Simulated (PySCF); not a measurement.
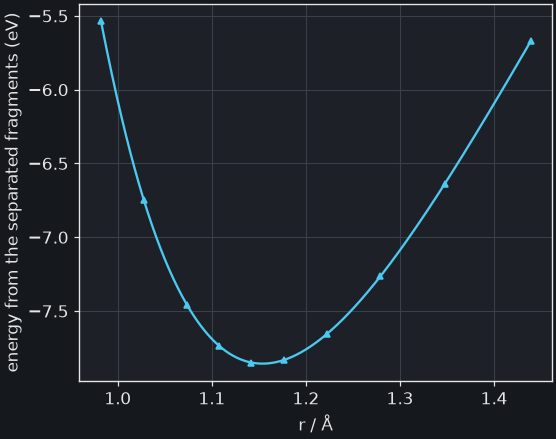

Bond curve of NO, doublet (excess alpha electrons: πx +1). PBEsol/def2-TZVPP with PySCF 2.14.0, UKS. One reference determinant with the occupation held, the lowest that a PBE0 search over spins and occupations found; no spin-orbit coupling. Zero is the separated fragments in their ground configurations, without counterpoise. 2 further points of the run are not drawn.

What constants does a Dunham fit to the curve give (main isotopes)?

Answer. re = 1.154 Å, ωe = 1919 cm⁻¹, ωexe = 12.3 cm⁻¹, De = 7.86 eV, Be = 1.7 cm⁻¹.

How stiff is the bond?

Answer. The force constant is 16.20 mdyn/Å, which gives ωe = 1919 cm⁻¹.

Note: lowest determinant of a PBE0 search, another state may lie lower.
